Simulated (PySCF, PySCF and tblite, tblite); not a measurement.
# C₄HFN₂O: telling isomers apart by computed NMR, part 3 of 3

PySCF and tblite. Atoms count from 0.

## Step 18: Shieldings, isomer C, conformer 1: BP86/pcSseg-1 in methanol

The job: settings as JSON, then the geometry in Å.

```
{"job": {"xc": "BP86", "basis": "pcSseg-1", "solvent": "methanol", "kind": "nmr", "pop": false}, "charge": 0, "multiplicity": 1}
N      3.160928    -0.395019     0.302959
C      2.035507    -0.333139     0.105355
C      0.646990    -0.229150    -0.107715
C     -0.291770     0.541817     0.535012
C     -1.479633     0.186486    -0.145862
F     -2.681266     0.656991     0.097510
N     -1.260585    -0.695970    -1.084309
O      0.048598    -0.958784    -1.068665
H     -0.165209     1.232761     1.340536
```

What it wrote:

```text
coarse grid: 9264 points
cycle   1  E = -437.3221636799  dE =  1.534e+00  |g| = 6.530e-01  |ddm| = 3.259e+00
cycle   2  E = -437.0216508018  dE =  3.005e-01  |g| = 1.376e+00  |ddm| = 1.637e+00
cycle   3  E = -437.3786139928  dE = -3.570e-01  |g| = 3.201e-01  |ddm| = 1.209e+00
cycle   4  E = -437.3986042630  dE = -1.999e-02  |g| = 1.190e-01  |ddm| = 2.794e-01
cycle   5  E = -437.4013699117  dE = -2.766e-03  |g| = 2.930e-02  |ddm| = 1.001e-01
cycle   6  E = -437.4014863894  dE = -1.165e-04  |g| = 1.655e-02  |ddm| = 2.800e-02
cycle   7  E = -437.4015414561  dE = -5.507e-05  |g| = 3.642e-03  |ddm| = 1.348e-02
cycle   8  E = -437.4015441809  dE = -2.725e-06  |g| = 1.384e-03  |ddm| = 3.937e-03
final grid: 95000 points
cycle   9  E = -437.4854274829  dE = -2.803e-05  |g| = 8.704e-03  |ddm| = 2.727e-02
cycle  10  E = -437.4853668019  dE =  6.068e-05  |g| = 2.025e-02  |ddm| = 1.492e-02
cycle  11  E = -437.4854392522  dE = -7.245e-05  |g| = 2.203e-03  |ddm| = 1.161e-02
cycle  12  E = -437.4854404365  dE = -1.184e-06  |g| = 5.383e-04  |ddm| = 1.885e-03
cycle  13  E = -437.4854404677  dE = -3.119e-08  |g| = 3.764e-04  |ddm| = 5.972e-04
cycle  14  E = -437.4854404977  dE = -2.994e-08  |g| = 6.520e-05  |ddm| = 3.012e-04
cycle  15  E = -437.4854404986  dE = -9.012e-10  |g| = 2.313e-05  |ddm| = 6.291e-05
converged SCF energy = -437.4854404986

GIAO shielding tensors (ppm)
atom      isotropic    diamagn.    paramagn.     s11        s22        s33       span
  0 N      -55.015     342.046    -397.062   -215.161   -159.209    209.324    424.484
  1 C       67.257     257.256    -189.999    -42.378    -36.652    280.802    323.180
  2 C       34.492     254.714    -220.222    -42.821     45.480    100.815    143.636
  3 C       65.889     253.266    -187.377    -15.463     62.628    150.502    165.965
  4 C        0.372     250.430    -250.058    -70.721     22.916     48.921    119.642
  5 F      295.200     468.679    -173.479    198.149    283.587    403.864    205.715
  6 N     -113.698     322.158    -435.856   -346.729    -80.091     85.727    432.457
  7 O      -32.339     395.411    -427.749   -184.198    -73.678    160.860    345.058
  8 H       24.397      30.186      -5.790     22.457     23.777     26.957      4.499
```

Wall time 5.6 s (1 thread of AMD EPYC 9R45, shared host).

Key values: HOMO -7.53 eV, LUMO -3.15 eV; dipole 3.43 D.

## Step 19: Boltzmann average, isomer C: properties at BP86/pcSseg-1 in methanol

The job: settings as JSON, then the geometry in Å.

```
{"job": {"study": "conf", "smiles": "N#Cc1cc(F)no1", "search": {"seed": 3814, "n_embed": 60, "ff_keep": 14, "window": 2.5, "nmax": 6, "temps": [250, 298.15, 350], "t_ref": 298.15, "order": 0.001}, "level": {"nmr": {"xc": "BP86", "basis": "pcSseg-1", "solvent": "methanol"}, "change": "BP86/pcSseg-1; solvent methanol"}, "kind": "conf"}, "charge": 0, "multiplicity": 1}
N      3.160928    -0.395019     0.302959
C      2.035507    -0.333139     0.105355
C      0.646990    -0.229150    -0.107715
C     -0.291770     0.541817     0.535012
C     -1.479633     0.186486    -0.145862
F     -2.681266     0.656991     0.097510
N     -1.260585    -0.695970    -1.084309
O      0.048598    -0.958784    -1.068665
H     -0.165209     1.232761     1.340536
```

What it wrote:

```text
conformer  sym    E(xTB)   E(DFT)   G(298.15 K)  weight  dipole/D
    1     Cs      0.000    0.000    0.000   1.0000    3.434

mean shielding (ppm) by class
class atoms           250 K   298.15 K      350 K
  0 N  0            -55.016    -55.016    -55.016
  1 C  1             67.257     67.257     67.257
  2 C  2             34.492     34.492     34.492
  3 C  3             65.889     65.889     65.889
  4 C  4              0.372      0.372      0.372
  5 F  5              295.2      295.2      295.2
  6 N  6           -113.698   -113.698   -113.698
  7 O  7            -32.339    -32.339    -32.339
  8 H  8             24.397     24.397     24.397
```

Run time: 5.7 s. Hardware: 1 thread of AMD EPYC 9R45, shared host. This counts the runs that the step sums up.

Against the first level, at 298 K (shieldings, ppm; largest changes first):

```tsv
atoms	PBE0/pcSseg-1	BP86/pcSseg-1 in methanol	change
N0	-76.0	-55.0	+21.0
N6	-129.1	-113.7	+15.4
F5	309.5	295.2	-14.3
C3	73.4	65.9	-7.5
C1	73.4	67.3	-6.1
O7	-37.8	-32.3	+5.5
C4	4.1	0.4	-3.7
C2	33.7	34.5	+0.8
H8	24.90	24.40	-0.50
```

Weights: from PBE0/pcSseg-1 energies 1: 100 %; from BP86/pcSseg-1 in methanol energies 1: 100 % (with a dispersion term where the level has one and the same thermal terms, so they don't follow from the SCF energies alone). Times: 7.2 s and 5.7 s.

## Step 20: Assigning the signals

The job: settings as JSON, then the geometry in Å.

```
{"job": {"study": "set", "relation": "constitutional isomers", "members": [{"smiles": "[N:1]#[C:2][c:3]1[cH:4][n:5][c:6]([F:7])[o:8]1"}, {"smiles": "[CH:1]#[C:2][c:3]1[n:4][o:5][c:6]([F:7])[n:8]1"}, {"smiles": "[N:1]#[C:2][c:3]1[cH:4][c:5]([F:6])[n:7][o:8]1"}, {"smiles": "[N:1]#[C:2][c:3]1[cH:4][n:5][o:6][c:7]1[F:8]"}, {"smiles": "[N:1]#[C:2][C:3]([F:4])([C:5]#[N:6])[CH:7]=[O:8]"}], "charge": 0, "search": {"seed": 3814, "n_embed": 60, "ff_keep": 14, "window": 2.5, "nmax": 6, "temps": [250, 298.15, 350], "t_ref": 298.15, "order": 0.001}, "level": {"nmr": {"xc": "PBE0", "basis": "pcSseg-1"}}, "dp4": {"C": [2.0, 10], "H": [0.12, 10]}, "second_levels": [{"nmr": {"xc": "BP86", "basis": "pcSseg-1", "solvent": "methanol"}, "wide": true, "change": "BP86/pcSseg-1; solvent methanol"}], "kind": "set"}, "charge": 0, "multiplicity": 1}
N      3.053420    -0.752622    -0.228160
C      1.939146    -0.500215    -0.149700
C      0.583363    -0.153168    -0.047501
C     -0.027526     1.054293     0.180596
N     -1.375138     0.867651     0.189895
C     -1.518535    -0.394034    -0.024059
F     -2.645317    -1.043773    -0.101456
O     -0.401126    -1.092581    -0.179662
H      0.405276     2.020442     0.334868
```

What it wrote:

```text
isomer  G rel   conformers  SMILES
A     0.000      1   N#Cc1cnc(F)o1
B    51.155      1   C#Cc1noc(F)n1
C    28.054      1   N#Cc1cc(F)no1
D    24.833      1   N#Cc1cnoc1F
E    27.487      2   N#CC(F)(C#N)C=O

signals of isomer C at the second level: probabilities [0.0, 0.0, 1.0, 0.0, 0.0]
```

It took 51 s on 1 thread of AMD EPYC 9R45, shared host. This counts the whole study up to here.

The 5 candidates (constitutional isomers), with energies and dipoles from their ensembles above, at 298 K; shieldings at PBE0/pcSseg-1:

```tsv
isomer	SMILES	conformers	ΔE	ΔG	μ rms (D)
A	N#Cc1cnc(F)o1	1	0.00	0.00	1.81
B	C#Cc1noc(F)n1	1	52.22	51.16	1.18
C	N#Cc1cc(F)no1	1	28.33	28.05	2.61
D	N#Cc1cnoc1F	1	25.08	24.83	1.51
E	N#CC(F)(C#N)C=O	2	31.83	27.49	2.75
```

Energies in kcal/mol.

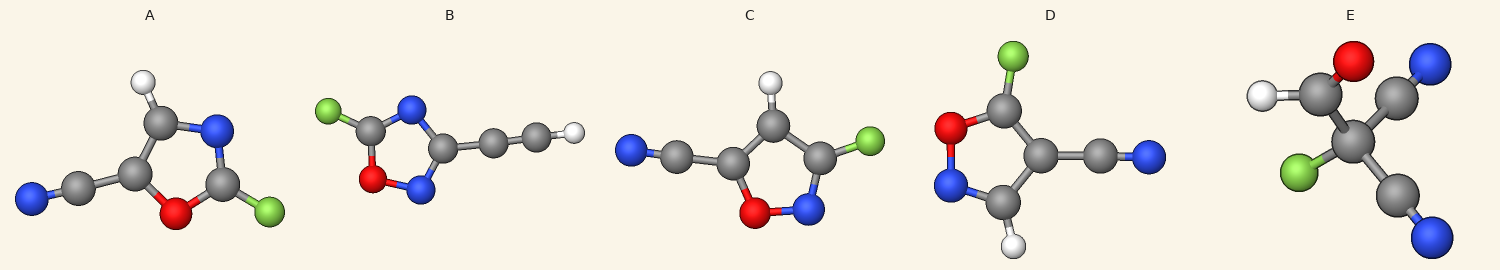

The leading conformer of each candidate.

The signals of isomer C, computed at a second level (BP86/pcSseg-1 in methanol), stand in for a spectrum. The test takes 4 C values. Each candidate's shieldings are matched to them as sorted lists by a straight-line fit, or by a shift alone where signals are few or close (slope 1; a small slope inflates the errors), and the errors are weighed by Student-t tails (C: width 2.0 ppm).

```tsv
candidate	C slope	C mean error	C largest	P(C)	P(all)
A	0.71	7.1	10.6	0.0	0.0
B	1.52	8.1	13.4	0.0	0.0
C	1.06	2.1	4.2	100.0	100.0
D	1.43	9.1	13.5	0.0	0.0
E	1.36	11.7	16.3	0.0	0.0
```

Errors in ppm, probabilities in per cent.

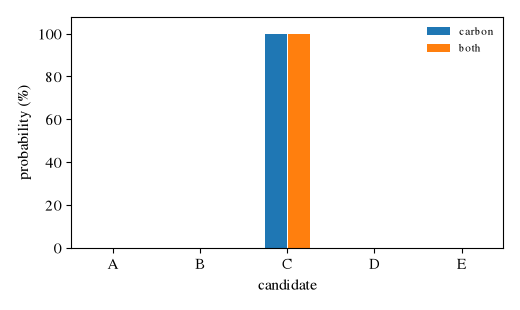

Probabilities for the signals of isomer C.

## Step 21: What came out

The summary covers parts 1 to 3.

| quantity | value |
| --- | --- |
| conformers, isomer A | 1; the first in weight is no. 1 (Cs), 100 % at 298 K |
| root-mean-square dipole, isomer A | 1.81 D |
| averaged ¹³C shifts, isomer A (PBE0/pcSseg-1) | 166.0, 149.4, 127.0, 113.5 ppm |
| averaged ¹H shifts, isomer A (PBE0/pcSseg-1) | 7.83 ppm |
| averaged ¹⁹F shifts, isomer A (PBE0/pcSseg-1) | -92.9 ppm |
| conformers, isomer B | 1; the first in weight is no. 1 (Cs), 100 % at 298 K |
| root-mean-square dipole, isomer B | 1.18 D |
| averaged ¹³C shifts, isomer B (PBE0/pcSseg-1) | 181.9, 160.4, 96.6, 75.7 ppm |
| averaged ¹H shifts, isomer B (PBE0/pcSseg-1) | 3.11 ppm |
| averaged ¹⁹F shifts, isomer B (PBE0/pcSseg-1) | -100.8 ppm |
| conformers, isomer C | 1; the first in weight is no. 1 (Cs), 100 % at 298 K |
| root-mean-square dipole, isomer C | 2.61 D |
| averaged ¹³C shifts, isomer C (PBE0/pcSseg-1) | 182.8, 153.2, 113.6, 113.5 ppm |
| averaged ¹H shifts, isomer C (PBE0/pcSseg-1) | 6.82 ppm |
| averaged ¹⁹F shifts, isomer C (PBE0/pcSseg-1) | -138.5 ppm |
| conformers, isomer D | 1; the first in weight is no. 1 (Cs), 100 % at 298 K |
| root-mean-square dipole, isomer D | 1.51 D |
| averaged ¹³C shifts, isomer D (PBE0/pcSseg-1) | 186.8, 158.0, 112.6, 78.4 ppm |
| averaged ¹H shifts, isomer D (PBE0/pcSseg-1) | 8.38 ppm |
| averaged ¹⁹F shifts, isomer D (PBE0/pcSseg-1) | -92.3 ppm |
| conformers, isomer E | 2; the first in weight is no. 1 (Cs), 63 % at 298 K |
| root-mean-square dipole, isomer E | 2.75 D |
| averaged ¹³C shifts, isomer E (PBE0/pcSseg-1) | 190.1, 113.5, 78.3 ppm |
| averaged ¹H shifts, isomer E (PBE0/pcSseg-1) | 9.51 ppm |
| averaged ¹⁹F shifts, isomer E (PBE0/pcSseg-1) | -187.8 ppm |
| lowest in free energy | isomer A |
| signals of C (BP86/pcSseg-1 in methanol) | best fit C, 100 % |

**Reading.** The search found one conformer for isomer A in the window, so the averages are its own values. The search found one conformer for isomer B in the window, so the averages are its own values. The search found one conformer for isomer C in the window, so the averages are its own values. The search found one conformer for isomer D in the window, so the averages are its own values. Conformer 1 leads for isomer E with 63 % at 298 K, and its share goes from 65 % at 250 K to 62 % at 350 K. Among conformers of isomer E over 5 %, C6 differs by 10.7 ppm, while the average moves by 0.4 ppm from 250 to 350 K. Going from PBE0/pcSseg-1 to BP86/pcSseg-1 in methanol moves N0 of isomer C most, by 21.0 ppm of raw shielding. The test names the right isomer, C, with 100 %. The stand-in spectrum is computed, so it shares geometries and errors with the candidates; a measured one would test harder.
